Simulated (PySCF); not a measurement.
## A study: Cl₆W, SMILES `Cl[W](Cl)(Cl)(Cl)(Cl)Cl`

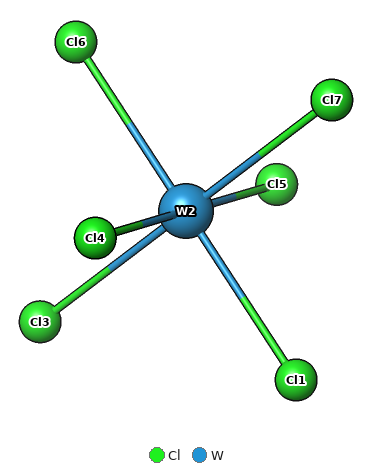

The molecule, with its atoms numbered as below. No frequency check shows the geometry to be a minimum.

Geometry (Å), atoms numbered from 1:

```
Cl1      1.2000   -1.9255    0.3205
W2       0.0001    0.0004    0.0003
Cl3     -1.3584   -1.0909   -1.4879
Cl4     -1.4046   -0.5917    1.7114
Cl5      1.4045    0.5864   -1.7132
Cl6     -1.1998    1.9265   -0.3198
Cl7      1.3580    1.0937    1.4878
```

Part 1: Bonding charge

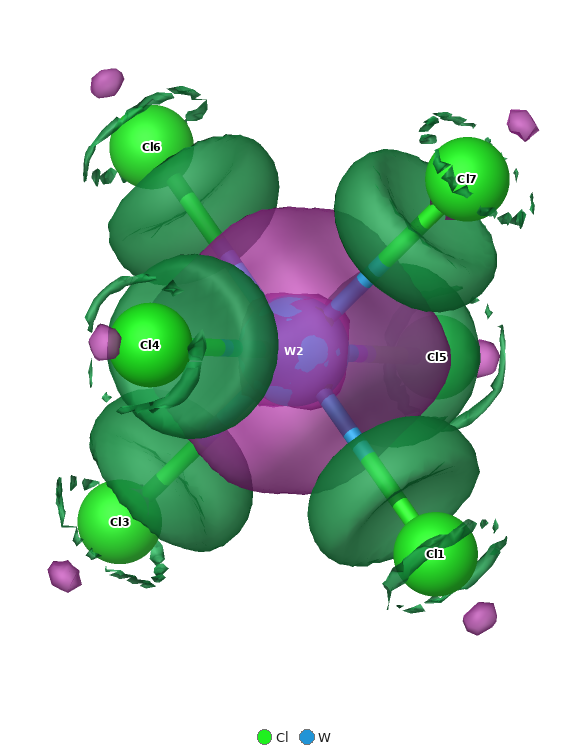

Deformation density (molecule less spherical, spin-averaged free atoms at the same positions), surfaces at ±0.04 e/Å³; green: gain, purple: loss.

Computed with PySCF, PBE/def2-SVPD, geometry: GFN2-xTB. Core potentials replace the inner electrons of W; spin–orbit coupling isn't included. This is a single-reference result, which may miss multireference character in this system.

Question: How much density has each bond gained at its critical point, relative to the free atoms?

Answer: W2–Cl3, Cl1–W2, W2–Cl5, W2–Cl4 and 2 more like them: +0.07 e/Å³ at the bond critical point (bond length 2.29 Å). In all, 1.3 electrons gather in the regions of gain relative to the promolecule. A small or negative value marks a very polar bond, one between electron-rich atoms, whose free-atom densities already overlap strongly, a long bond to a heavier atom, or a closed-shell contact such as a hydrogen bond.

Question: Where do the Hirshfeld charges lie?

Answer: The highest Hirshfeld charge is on W2 (+0.63 e), the lowest on Cl1, Cl3, Cl4, Cl5, Cl6 and Cl7 (−0.11 e).

| atom | charge (e) |
| --- | --- |
| Cl1 | −0.11 |
| W2 | +0.63 |
| Cl3 | −0.11 |
| Cl4 | −0.11 |
| Cl5 | −0.11 |
| Cl6 | −0.11 |
| Cl7 | −0.11 |

Part 2: Bond critical points

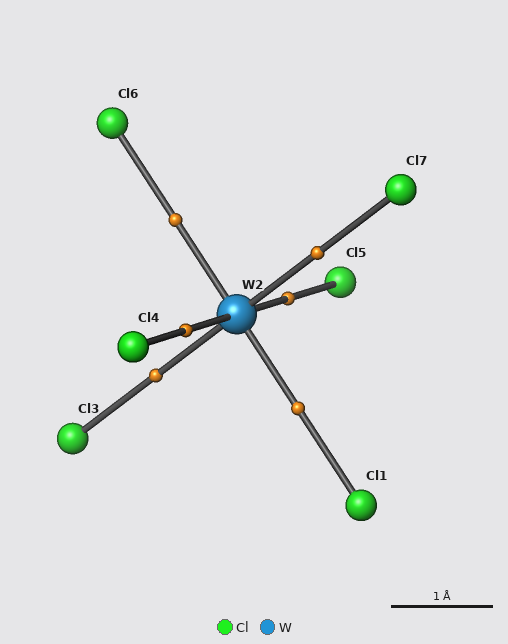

Molecular graph of the electron density (QTAIM): bond paths, bond critical points (orange), ring points (yellow, if any); weak paths are dashed.

Question: How many critical points of each kind are there, and does the count close?

Answer: 7 nuclei, 6 bond, 0 ring and 0 cage critical points: 7 − 6 + 0 − 0 = 1, as the Poincaré–Hopf relation requires.

Question: What does the calculation give at each kind of bond critical point?

Answer:
| bond | length (Å) | ρ (a.u.) | ∇²ρ (a.u.) | ε | H (a.u.) |
| --- | --- | --- | --- | --- | --- |
| W2–Cl3 (6 alike) | 2.291 | 0.103 | +0.23 | 0.00 | −0.033 |

Question: What kind of interaction is W2–Cl3?

Answer: Polar or intermediate (positive Laplacian, negative energy density H): ρ = 0.103, ∇²ρ = +0.23, H = −0.033 a.u.

Part 3: Local ionisation energy

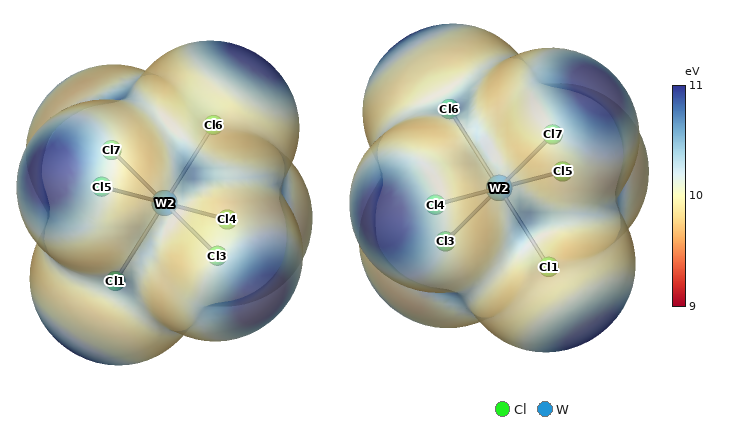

Average local ionisation energy on the surface of electron density 0.001 a.u. (back view left, front view right).

Question: Where are the most loosely bound electrons on this surface?

Answer: The lowest value is 9.7 eV, 2.1 Å from Cl3, and at like points elsewhere. For comparison, the highest occupied orbital lies at −7.9 eV.

Question: What volume does the surface enclose, and what is the dipole moment?

Answer: About 197 Å³; the dipole moment is 0.0 D.

Part 4: In an electric field

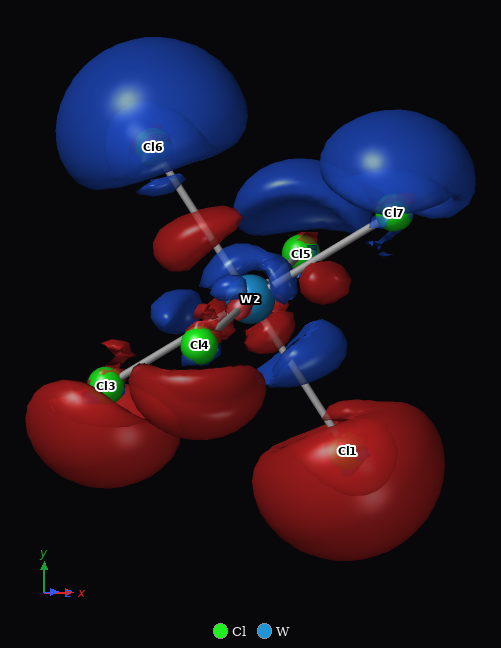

Change of the electron density in a uniform field of 0.51 V/Å, surfaces at ±0.005 e/Å³ (blue: gain, red: loss).

Level of theory: B3LYP/def2-SVP (PySCF), at a geometry from GFN2-xTB. Core potentials replace the inner electrons of W; spin–orbit coupling isn't included. This is a single-reference result, which may miss multireference character in this system. A basis without diffuse functions makes polarisabilities too small.

Question: Along which Cartesian direction does the field point?

Answer: Along −y: electrons gather on the +y side, against the field.

Question: What dipole is induced, and what polarisability does it imply?

Answer: The induced dipole is 2.96 D (along the field); α along this axis, from the fields in both directions, is 116 bohr³ (17.3 Å³).

Question: Which atoms gain and lose the most charge?

Answer: Electrons gather most on Cl6 (Hirshfeld charge changes by −0.075 e) and leave Cl1 most (+0.078 e); 0.193 electrons are displaced in all.

Part 5: Localised orbitals

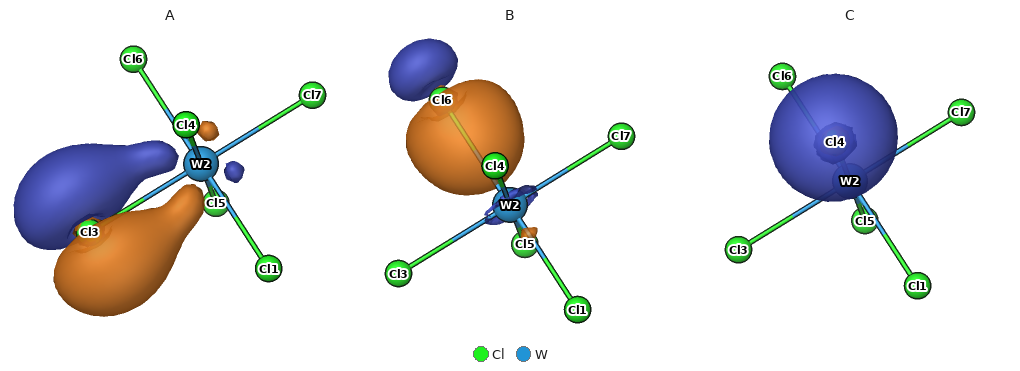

Pipek–Mezey orbitals, occupied; each surface holds about 80 % of the orbital's density. Energies are diagonal elements of the Fock matrix.

PySCF calculation, PBE0/def2-TZVP, gas phase; geometry: GFN2-xTB. Core potentials replace the inner electrons of W; spin–orbit coupling isn't included. This is a single-reference result, which may miss multireference character in this system.

Question: Name the orbitals, with their atomic make-up and energies.

Answer: By panel:
- A: lone pair on Cl3 (p-type) (Cl3 94 %, W2 5 %; −10.5 eV)
- B: pair mostly on Cl6, shared in part with W2 (Cl6 88 %, W2 11 %; −15.7 eV)
- C: lone pair on Cl4 (s-type) (Cl4 99 %; −21.1 eV)
